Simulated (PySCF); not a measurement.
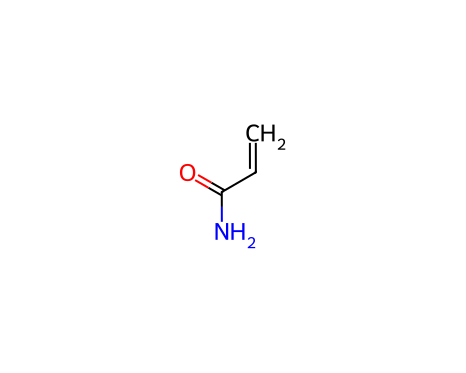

A structural formula.

Question: Transcribe the drawing into SMILES.

Answer: C=CC(N)=O

Question: Give the formula, hydrogens included.

Answer: C3H5NO.

More results for the same structure follow; atom numbers are the same in all pictures, views and colours differ. The geometry was computed by an optimisation with PBE0-D3(BJ)/def2-SVP. No frequency run is at hand to confirm it as a minimum.

**Electronic properties**

No frequency run is at hand to confirm it as a minimum. Level of theory: KT2/pcJ-1, gas phase (PySCF 2.14.0).

Predict the main results.

- dipole moment: 3.52 D
- HOMO energy (Kohn–Sham orbital): −5.96 eV
- LUMO energy (Kohn–Sham orbital): −1.92 eV
- HOMO–LUMO gap: 4.05 eV

**Spin–spin coupling**

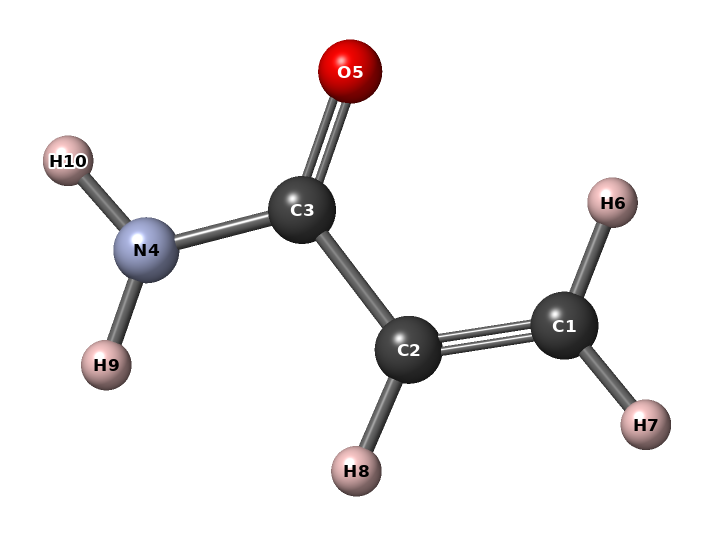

No frequency run is at hand to confirm it as a minimum. Level of theory: B97-2/pcJ-1 indirect spin-spin coupling, non-relativistic, gas phase (PySCF 2.14.0). Isotopes: 13C, 1H, 15N, 17O.

Give the spin–spin coupling constants of these pairs, with the number of bonds between them: C3/N4, N4/H10, N4/H9, C2/N4, C1/N4.

| pair | bonds apart | J (Hz) |
| --- | --- | --- |
| C3, N4 | 1 | −17.6 |
| N4, H10 | 1 | −88.9 |
| N4, H9 | 1 | −87.9 |
| C2, N4 | 2 | −12.6 |
| C1, N4 | 3 | −1.6 |

**Quadrupole coupling**

No frequency run is at hand to confirm it as a minimum. Electric field gradients from the ground-state density, HF/pcJ-1 (PySCF 2.14.0), non-relativistic apart from any core potentials.

Give the largest field-gradient component, the quadrupole coupling constant and the asymmetry for 14N at N4 (Q = 20.44 mb), 17O at O5 (Q = −25.6 mb), 2H at H6 (Q = 2.86 mb), 2H at H7 (Q = 2.86 mb).

```json
{"atom": "N4", "V_zz (a.u.)": "−1.032", "e²qQ/h (MHz)": "−4.96", "η": "0.03"}
{"atom": "O5", "V_zz (a.u.)": "−1.649", "e²qQ/h (MHz)": "9.92", "η": "0.12"}
{"atom": "H6", "V_zz (a.u.)": "0.288", "e²qQ/h (MHz)": "0.194", "η": "0.02"}
{"atom": "H7", "V_zz (a.u.)": "0.301", "e²qQ/h (MHz)": "0.202", "η": "0.03"}
```

**Charges**

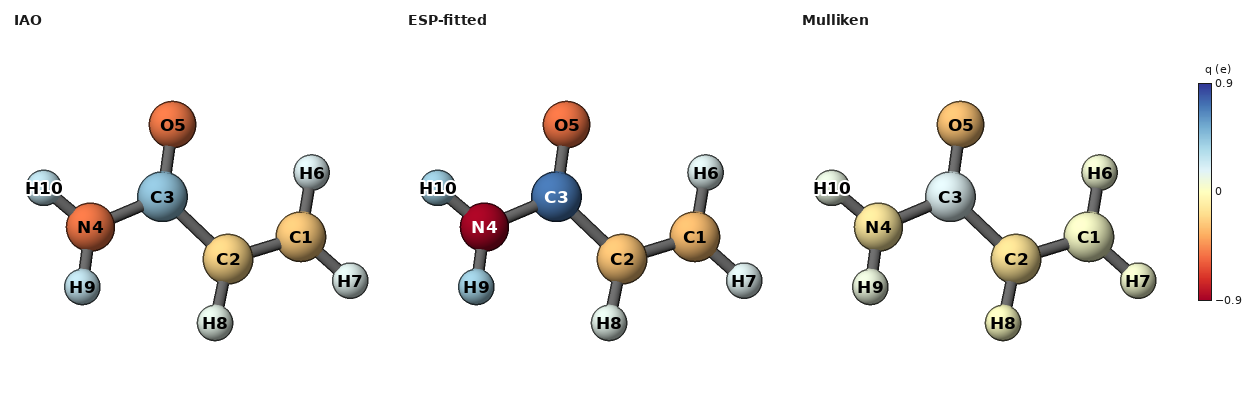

Atomic charges of one calculation by 3 schemes, on one colour scale. No frequency run is at hand to confirm it as a minimum. Computed with PBE0/cc-pVDZ (PySCF 2.14.0).

Question: Which scheme gives the most polar picture (largest mean size of the charges)?

Answer: The ESP-fitted charges are the largest in size here, and the Mulliken charges the smallest.

Question: On which atom do the schemes disagree most?

Answer: On N4 (from −0.87 to −0.12 e).

List the charges (e), one line for each set of equivalent atoms.

```csv
atom,IAO,ESP-fitted,Mulliken
C1,−0.25,−0.29,0.03
C2,−0.21,−0.27,−0.15
C3,0.43,0.70,0.17
N4,−0.50,−0.87,−0.12
O5,−0.49,−0.51,−0.28
H6,0.17,0.17,0.06
H7,0.16,0.17,0.05
H8,0.14,0.14,0.01
H9,0.27,0.38,0.10
H10,0.28,0.39,0.11
```

Mulliken values depend strongly on the basis set and can even reverse the polarity of a bond.
